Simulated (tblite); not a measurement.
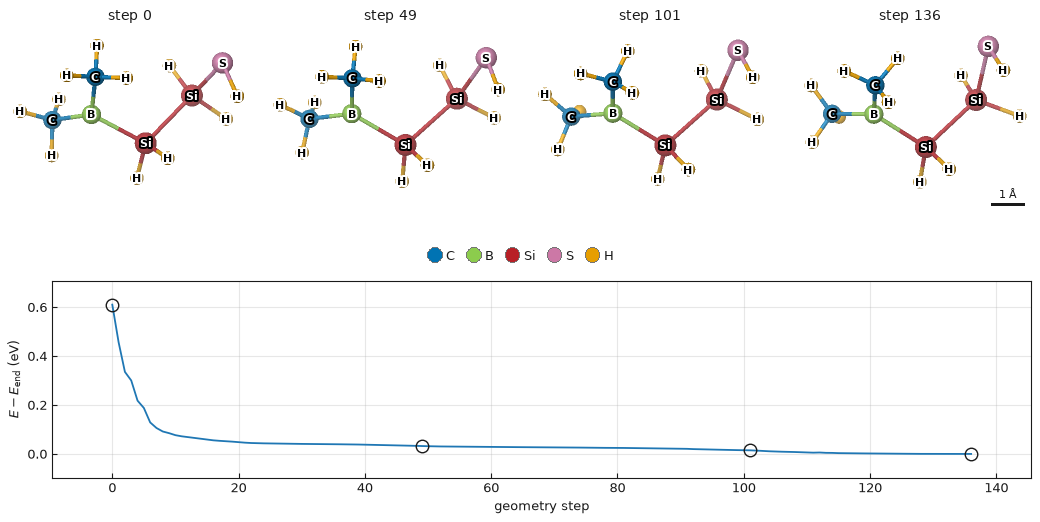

Frames of a relaxation of C2H11BSSi2, marked on the history of the run. Style: ball-and-stick. Shown from a free direction.

All numbers below come from GFN2-xTB geometry optimisation, gas phase (tblite). 

> What happens along the run?

The atom that moves furthest after the best rigid fit is an H atom (1.04 Å). Largest moves by element: H 1.04 Å, S 0.78 Å, C 0.32 Å, Si 0.22 Å, B 0.08 Å. Among the contacts that change: H–S 1.414 → 1.324 Å, Si–Si 2.245 → 2.332 Å, C–H 1.118 → 1.089 Å, S–Si 2.147 → 2.173 Å. Among the angles between lasting bonds that change: S–Si–H 112.9° → 99.2°, H–Si–H 113.3° → 103.3°, Si–Si–H 109.8° → 119.3°. Groups turn about B–C by about 50°, B–C by about 35°, Si–Si by about 25°. After 136 geometry steps the energy has fallen by 0.610 eV. Cost: 0.88 s on 1 thread of Arm Neoverse V2 (shared host). From step 0 to 49: H atoms move most (0.32 Å), energy −0.578 eV. From step 49 to 101: H atoms move most (0.49 Å), energy −0.018 eV. From step 101 to 136: an H atom moves most (0.41 Å), energy −0.015 eV.

```tsv
step	E − E(0), eV
0	0.0000
1	-0.1537
2	-0.2749
3	-0.3101
4	-0.3925
5	-0.4224
6	-0.4816
7	-0.5043
8	-0.5187
9	-0.5255
10	-0.5337
17	-0.5568
23	-0.5665
30	-0.5694
37	-0.5712
43	-0.5742
50	-0.5788
56	-0.5809
63	-0.5823
70	-0.5836
76	-0.5851
83	-0.5867
90	-0.5892
96	-0.5930
103	-0.5982
109	-0.6034
116	-0.6074
123	-0.6090
129	-0.6102
136	-0.6104
```
